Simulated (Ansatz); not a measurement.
```yaml
atoms:
  - { symbol: B, position_ang: [-1.1378, 0.1066, -0.0724] }
  - { symbol: N, position_ang: [-0.0385, -0.6499, 0.3651] }
  - { symbol: Cl, position_ang: [-1.7924, -0.1566, -1.6824] }
  - { symbol: Cl, position_ang: [-1.8215, 1.3395, 0.9776] }
  - { symbol: H, position_ang: [1.5645, 0.4667, -0.2454] }
  - { symbol: Cl, position_ang: [2.7158, 1.0021, -0.5340] }
  - { symbol: H, position_ang: [0.2630, -1.4703, -0.1443] }
  - { symbol: H, position_ang: [0.2468, -0.6379, 1.3356] }
```

The calculation used Ansatz, RKS PBE0/6-31G*.

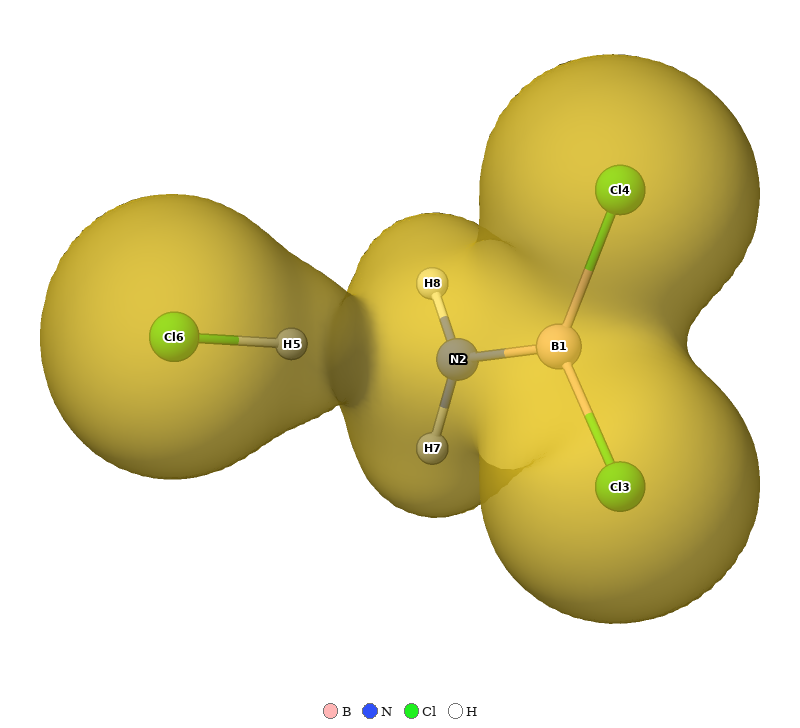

BCl$_{2}$H$_{2}$N···HCl. Isosurface of the electron density at 0.1 e/Å³ (yellow), seen across its widest extent.

Which contacts does the surface bridge?

Answer. At this value the surface is in one piece. It bridges the sampled N···H (2.05 Å), B–N (1.40 Å), B–Cl (1.76 Å) and N–H (1.01 Å) contacts, where the density stays above the isovalue. On the grid the lowest density along these lines, outside the cores, is 0.18 e/Å³ (N···H, 2.05 Å), 1.5 e/Å³ (B–N, 1.40 Å), 1 e/Å³ (B–Cl, 1.76 Å) and 2.2 e/Å³ (N–H, 1.01 Å).
